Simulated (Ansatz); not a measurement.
The figure comes from a scan of Tl (hcp, Mg type): one Tl atom of a 4-atom cell moves by u along (0.71, 0.71, 0.00) and v along (0.00, 0.00, 1.00). All values below come from r2SCAN (plane waves to 500 eV, PAW, scalar-relativistic; Ansatz, a first-principles code). k mesh 6×12×7 (Γ-centred), Fermi-Dirac smearing 0.05 eV. With partly filled bands, energies and forces of such displacements shift with the k mesh and the smearing. Fu and Fv are the components of the force on the atom. Spin-orbit coupling is left out, though Tl is heavy. The PAW data are Ansatz's earlier set. Tl was relaxed with its symmetry unable to fall. 

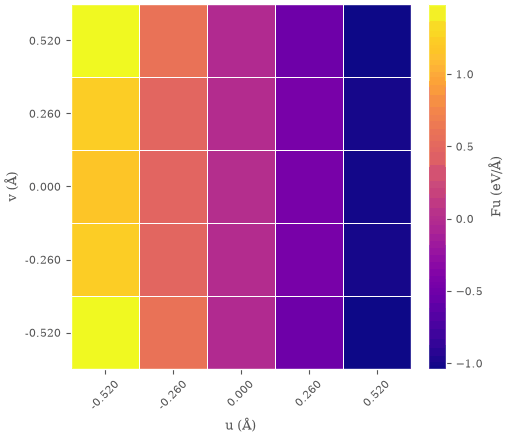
*Fu (eV/Å), one tile a computed point.*

Problem. List the plotted points as numbers.

Solution. To the nearest 0.5:

Fu (eV/Å), with u across and v down:

```
v \ u   -0.520  -0.260  0.000  0.260  0.520
------  ------  ------  -----  -----  -----
-0.520     1.5     0.5    0.0   -0.5   -1.0
-0.260     1.0     0.5    0.0   -0.5   -1.0
0.000      1.0     0.5    0.0   -0.5   -1.0
0.260      1.0     0.5    0.0   -0.5   -1.0
0.520      1.5     0.5    0.0   -0.5   -1.0
```

(A displaced cell: forces are minus the slopes of the energy, force constants its curvatures, and phonons follow from these.)
